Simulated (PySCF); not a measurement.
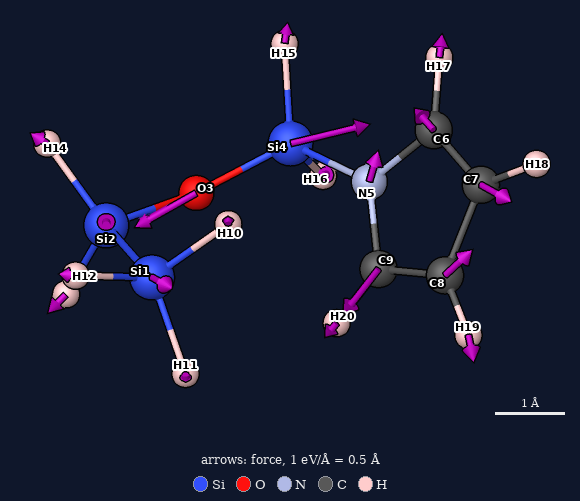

Starting geometry of C$_{4}$H$_{11}$NOSi$_{3}$ with the computed forces as purple arrows. Style: ball-and-stick. Shown from a free direction.

The start comes from GFN2-xTB. Its atoms were then displaced at random by about 0.01 Å.

Method: PBE0-D3(BJ)/def2-SVP geometry optimisation, gas phase in PySCF. 

### What follows when this structure is relaxed?

It isn't relaxed: the largest force vector, on a Si atom, is 2.45 eV/Å. The final displacements have little in common with the starting forces (cosine between the two patterns 0.00). An H atom moves most after the best rigid fit: 1.01 Å. By element the largest moves are H 1.01 Å, C 0.60 Å, Si 0.42 Å, O 0.23 Å, N 0.18 Å. Some distances before and after: O–Si 1.563 → 1.645 Å, Si–Si 2.279 → 2.348 Å, H–Si 1.466 → 1.498 Å, C–N 1.353 → 1.382 Å. Among the angles between lasting bonds that change: Si–O–Si 155.3° → 142.8°, O–Si–H 100.6° → 107.0°, H–Si–H 104.4° → 110.5°. Groups turn about N–Si by about 35°, O–Si by about 25°, Si–Si by about 25°. The energy falls by 11.9 kcal/mol in 19 geometry steps. Cost: 17 min on 1 thread of Intel(R) Xeon(R) Processor @ 2.50GHz (shared host).
